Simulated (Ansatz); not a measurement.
Cost and result by functional for the adsorption energy of O on the 1x1 (111) surface of fcc Cu, one in a 2x2 cell, started at the site 'hollow Cu-Cu-Cu over Cu at depth 4.1 Å', in Ansatz (plane waves, PAW). Single points on the PBE structure, on one kind of machine; costs are rough ratios of the slab run's core time (references not counted) to the cheapest single point. r2SCAN's cost holds its higher cutoff (500 against 420 eV). Differences are taken against r2SCAN for comparison alone: no measured value is at hand, so the table doesn't rank accuracy.

Model: 17-atom slab, 6.2 Å thick at the start under the adsorbate (thin: gaps and levels are the slab's own), 6x6x1 mesh, Fermi-Dirac 0.1 eV, dipole correction, 8 atoms held, the rest relaxed; start symmetry kept, larger cells not searched; spin-polarised, no spin-orbit, no U, no dispersion correction. The starting moment vanished. At the end it is bonded to 3 Cu. In PBE it is, or lies within 0.03 eV of, the lowest of the starts that converged. These notes are the PBE run's. r2SCAN: The program's check for a lower electronic state was not made. Adsorption energies are against ½ O2(g). A negative adsorption energy means that the adsorbate is more stable on the surface than in its reference.

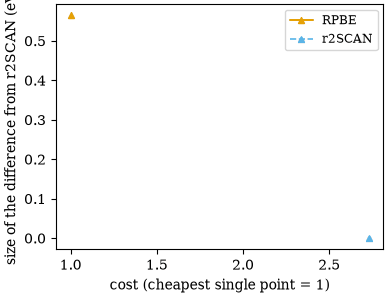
Fig. 1. Difference from r2SCAN against cost

| functional | relative cost | adsorption energy (eV) | less r2SCAN (eV) |
|---|---|---|---|
| RPBE | 1 | -1.25 | 0.57 |
| r2SCAN | 3 | -1.82 | 0.00 |
| PBE (the relaxed run's value) | – | -1.53 | 0.29 |

The values span 0.57 eV, while the single points' costs differ by a factor of roughly 3. Differences are of unrounded values.

Ansatz is a first-principles code.
